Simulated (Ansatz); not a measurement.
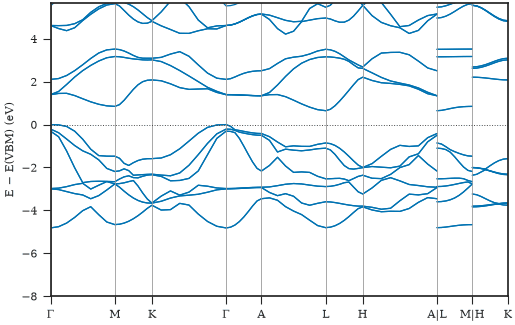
Figure. Band structure from PBE+D3(BJ) with spin–orbit coupling (plane waves, PAW; program Ansatz)

Question: Read off the gap and where the band edges lie.

Answer: About 0.6 eV (0.65 eV by a search for the band edges); maximum at Γ, minimum at L.

The material is ZrS$_{2}$ (CdI2 type, P-3m1).

The cell was relaxed with PBE+D3(BJ) under the symmetry of its start. No spin polarisation was allowed.

Potentials: the later of the program's two PAW sets.
